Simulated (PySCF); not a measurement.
Diborane tri Cl (B$_{2}$Cl$_{3}$H$_{3}$).

Level of theory: CAM-B3LYP/6-311+G** (PySCF), at a geometry from GFN2-xTB. No frequency check shows the geometry to be a minimum. GFN2-xTB bond lengths at metals and heavier atoms can be off by up to 0.1 Å and shapes distorted, which carries into these values.

Coordinates in Å:

```
B1       0.6188   -0.0691    0.0007
Cl2      2.1643   -0.9281    0.0000
Cl3      0.5821    1.6925   -0.0001
H4      -0.2065   -0.5938    0.9651
B5      -0.9897   -1.0568   -0.0012
Cl6     -2.5591   -0.2320    0.0002
H7      -0.9142   -2.2337    0.0004
H8      -0.2088   -0.5944   -0.9643
```

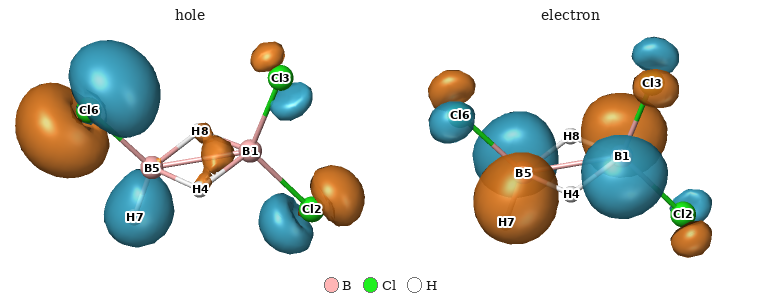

Leading natural transition orbital pair of S₁ (TDA singlet states); the surfaces enclose about 70 % of each orbital's density.

> Where does the state lie, and where do hole and electron sit?

6.54 eV (190 nm), f = 0.001 (very weak); the leading pair carries 99 %; hole on Cl6 (62 %), Cl2 (12 %) and B5 (8 %), electron on B5 (28 %), B1 (27 %) and Cl3 and Cl6 (9 % each); their centroids lie 1.3 Å apart. In canonical orbitals it is mainly HOMO−1 → LUMO (97 %). The HOMO–LUMO gap is 9.91 eV.
